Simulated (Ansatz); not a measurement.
# Leakage through LiF between Rh(100) and Rh(100): one more thickness

The current through thinner LiF barriers is known. What leaks through 5 layers at 0.25 V?

**Method.** Ansatz 0.2.0, plane waves with PAW datasets, PBE; a slab with two metal leads whose outer parts are reservoirs, with density and current solved under bias (Landauer, 300 K). The LiF is strained to the lead's lattice, the interfaces are relaxed in a short slab (PBE+D3(BJ)), and bulk layers are laid on.

Results; the value marked ? is to be predicted:

```
layers of LiF  cell length (Å)  drop between the leads' cuts at 0.25 V (V)  current density at 0.25 V (A/m²)
            1            62.75                                       0.213                         9.73×10¹³
            2            64.95                                       0.249                         1.42×10¹²
            3            67.03                                       0.249                         1.10×10¹¹
            4            69.10                                       0.249                          2.57×10⁹
            5            71.18                                       0.249                                 ?
```

Worked fit:

Deep in a barrier the current should fall by a fixed factor for each layer; the steps shown give 69, 13 and 43 per layer, so that is only roughly so here. A straight line through ln J for 2, 3 and 4 layers has the slope −3.156 per layer, a factor of 23; with about 2.08 Å per layer that is β = 1.5 Å⁻¹. Then J = exp(34.489 − 3.156 × 5). Predicted: 1.34×10⁸ A/m².

What the run gave:

1.05×10⁸ A/m², so the prediction is 27 % too high. From 4 to 5 layers the current falls by 24 per layer, against the fitted 23. The steps are uneven, so one factor describes this series only roughly.

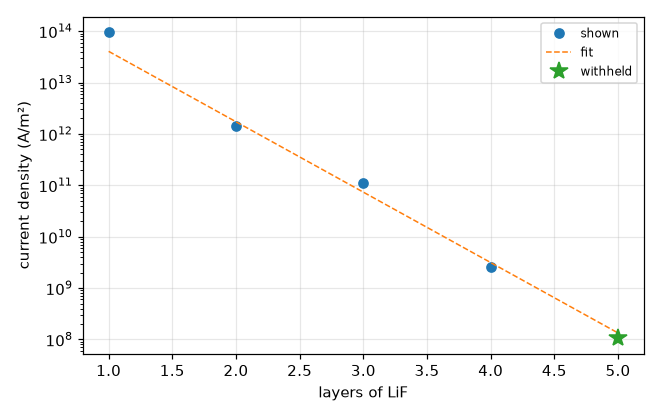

Current density against thickness.

Caveats: On every other k-point the currents of these runs, at any bias, move by up to 14 %. A semilocal functional makes the barrier's gap too small; each thickness has its own relaxed interfaces.

[Logs are printed without paths, hosts, clocks, repeated set-up lines and the standing remarks that a program may print on its own settings, such as how far it seeks lower states.]
